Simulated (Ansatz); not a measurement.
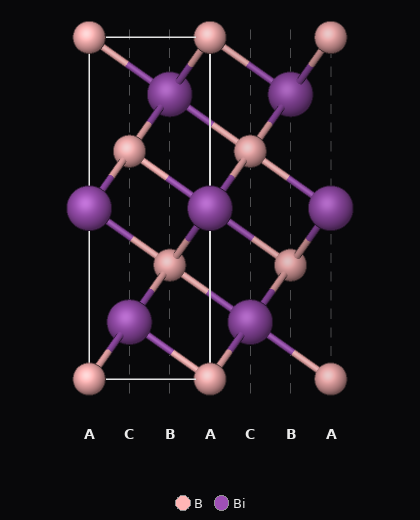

Projection along an edge of the hexagonal mesh, stacking direction [111] upwards. The dashed lines mark the three columns A (0, 0), B (1/3, 2/3) and C (2/3, 1/3). The box is the hexagonal cell of the face-centred cubic lattice. The sequence starts with the first layer at or above the cell's origin.

BiB: coordinates from a relaxation with DFT, PBEsol, plane waves, PAW in Ansatz 0.2.0; the starting structure was generated, so it need not be a known form of this composition.

**List the layers of one repeat.**

B(A) – Bi(C) – B(B) – Bi(A) – B(C) – Bi(B) (six layers in 9.02 Å).

**How are the B layers alone stacked?**

B layers alone: ABC, the cubic close-packed type.

**Which positions between or in the B layers do the other atoms fill?**

Bi: three octahedral sites in each hexagonal cell.
